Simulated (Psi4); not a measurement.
Process, species as SMILES: O=C=S + 4 [H][H] (H2) → C (CH4) + O (H2O) + S (H2S)
B3LYP-D3(BJ)/def2-TZVP geometries, fixed; electronic energies without zero-point terms.

Basis-set convergence of the energy of full hydrogenation at wB97X-V with Psi4. Cartesian d functions, on some or all atoms, in 6-31G*; all else is spherical. Density fitting with the program's default auxiliary sets. Psi4's default fitting sets serve the pcseg sets less well. The functional holds VV10 correlation; no added dispersion term, no relativity. Functions are those of the species that has most. Reference: the value in aug-cc-pV(Q+d)Z, -67.43 kcal/mol, itself unsure by roughly 0.86 kcal/mol (its mean distance from def2-QZVPPD, def2-QZVPP, cc-pV(Q+d)Z). Deviations are taken from unrounded values.

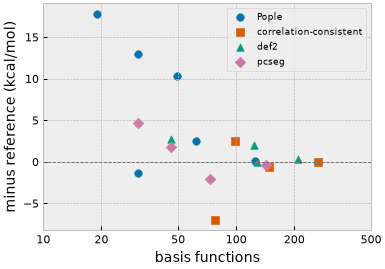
Fig. 1. Deviation from the reference against the number of basis functions, by family of sets.

| basis | functions | energy of full hydrogenation (kcal/mol) | minus reference (kcal/mol) |
|---|---|---|---|
| STO-3G | 19 | -49.63 | 17.80 |
| 3-21G | 31 | -54.49 | 12.94 |
| 6-31G | 31 | -68.74 | -1.30 |
| pcseg-0 | 31 | -62.77 | 4.66 |
| def2-SVP | 46 | -64.69 | 2.75 |
| pcseg-1 | 46 | -65.68 | 1.75 |
| 6-31G* | 49 | -57.12 | 10.32 |
| 6-311G** | 62 | -64.89 | 2.54 |
| aug-pcseg-1 | 73 | -69.49 | -2.06 |
| aug-cc-pV(D+d)Z | 78 | -74.45 | -7.02 |
| cc-pV(T+d)Z | 99 | -64.91 | 2.52 |
| def2-TZVPD | 123 | -65.38 | 2.06 |
| 6-311++G(3df,3pd) | 125 | -67.39 | 0.04 |
| def2-TZVPPD | 128 | -67.51 | -0.08 |
| aug-pcseg-2 | 142 | -67.80 | -0.37 |
| aug-cc-pV(T+d)Z | 147 | -68.03 | -0.59 |
| def2-QZVPPD | 208 | -67.05 | 0.38 |
| aug-cc-pV(Q+d)Z | 264 | -67.43 | 0.00 |
